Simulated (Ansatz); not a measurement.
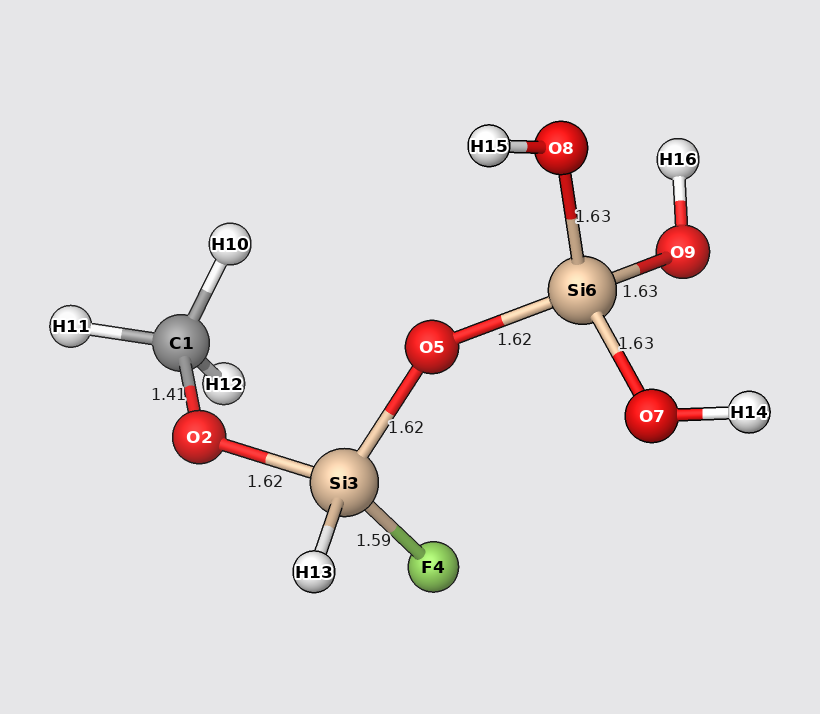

Bond lengths are marked in Å; every bond is drawn as one stick. The computed structure is the end point of a PBE0-D4/def2-TZVP optimisation. No frequency run is at hand to confirm it as a minimum.

> Which of the marked bonds are single, double, triple or aromatic?

C1–O2 single; O2–Si3 single; Si3–F4 single; Si3–O5 single; O5–Si6 single; Si6–O7 single; Si6–O8 single; Si6–O9 single.

> Write the SMILES.

CO[Si@@H](F)O[Si](O)(O)O
